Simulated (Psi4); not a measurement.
Reaction (SMILES): FOF + H+ → F[OH+]F
B3LYP-D3(BJ)/def2-TZVP geometries, fixed; electronic energies without zero-point terms; positive where energy is released.

Basis-set convergence of the proton affinity at B3LYP with Psi4. All functions are spherical. Density fitting with the program's default auxiliary sets. Psi4's default fitting sets serve the pcseg sets less well. The proton sits at the site shown, which need not be the one that binds it best. No added dispersion term, no relativity. Functions are those of the species that has most. Reference: the value in aug-cc-pVQZ, 112.81 kcal/mol, itself unsure by roughly 0.38 kcal/mol (its mean distance from def2-QZVPPD, def2-QZVPP, cc-pVQZ). Deviations are taken from unrounded values. Cost is core time over that of STO-3G, rough, on shared machines of one kind.

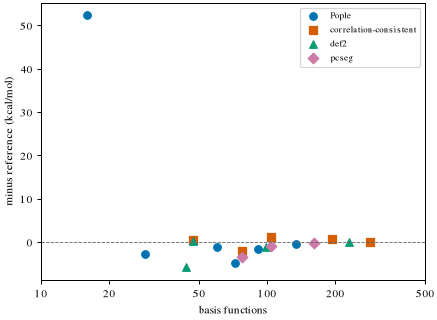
Figure. Deviation from the reference against the number of basis functions, by family of sets.

| basis | functions | proton affinity (kcal/mol) | minus reference (kcal/mol) | cost |
|---|---|---|---|---|
| STO-3G | 16 | 165.13 | 52.32 | 1× |
| 3-21G | 29 | 110.16 | -2.65 | 1× |
| def2-SV(P) | 44 | 106.98 | -5.83 | 1× |
| cc-pVDZ | 47 | 113.24 | 0.42 | 1× |
| def2-SVP | 47 | 112.98 | 0.17 | 1× |
| 6-311G** | 60 | 111.64 | -1.17 | 1× |
| 6-311+G** | 72 | 107.97 | -4.85 | 1× |
| aug-cc-pVDZ | 78 | 110.83 | -1.99 | 1× |
| aug-pcseg-1 | 78 | 109.32 | -3.49 | 1× |
| 6-311++G(2d,2p) | 91 | 111.29 | -1.52 | 1× |
| def2-TZVP | 99 | 111.73 | -1.09 | 2× |
| cc-pVTZ | 104 | 114.02 | 1.21 | 1× |
| pcseg-2 | 104 | 111.87 | -0.94 | 2× |
| 6-311++G(3df,3pd) | 135 | 112.30 | -0.51 | 2× |
| aug-pcseg-2 | 161 | 112.53 | -0.29 | 2× |
| cc-pVQZ | 195 | 113.62 | 0.81 | 3× |
| def2-QZVPPD | 231 | 112.82 | 0.00 | 3× |
| aug-cc-pVQZ | 286 | 112.81 | 0.00 | 5× |
